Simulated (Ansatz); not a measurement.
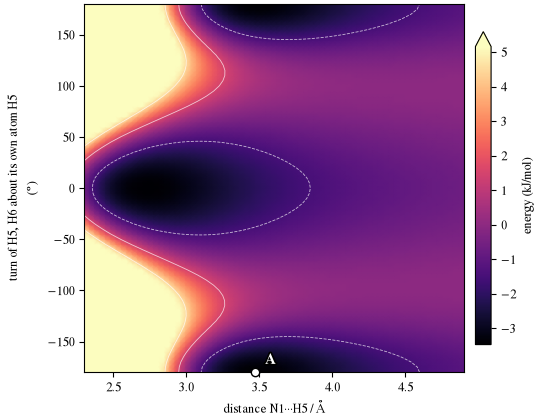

The pair H₃N···H₂. The turn is about an axis along (0.83, 0.50, −0.25) in the frame of the relaxed pair, normal to the line between the partners. First axis: distance N1···H5. Second axis: turn of H5, H6 about its own atom H5. The scan uses a 15 × 15 grid. Points are written as (first, second). Energies are in kJ/mol, from the two partners far apart, frozen as in the relaxed pair, each in its own basis (no counterpoise correction). Theory: RKS B3LYP-D4/def2-TZVPD in Ansatz 0.2.0.

Drawn: a smooth colour map with a few white contour lines, one colour for all values above the top of the scale, the point A. Between grid points the surface is interpolated.

### What is the easiest way out of the well at A, and how high is the barrier?

The easiest path leads from the well at (3.489 Å, −180°) to a well of about the same depth at about (2.74 Å, 0°). Its highest point lies about 3.4 kJ/mol above the bottom of the first well on the interpolated surface, at about (4.44 Å, −95°). This is the barrier on the constrained surface; relaxing the other coordinates would change it.

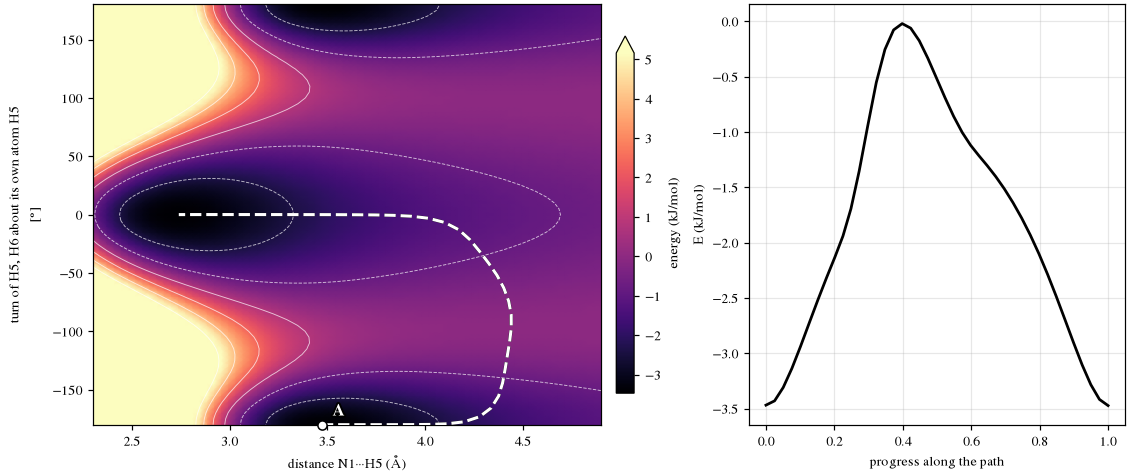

The picture shows a smooth colour map with a few white contour lines, a line along the lowest path, one colour for all values above the top of the scale, the energy along the path at the right. Between grid points the surface is interpolated.
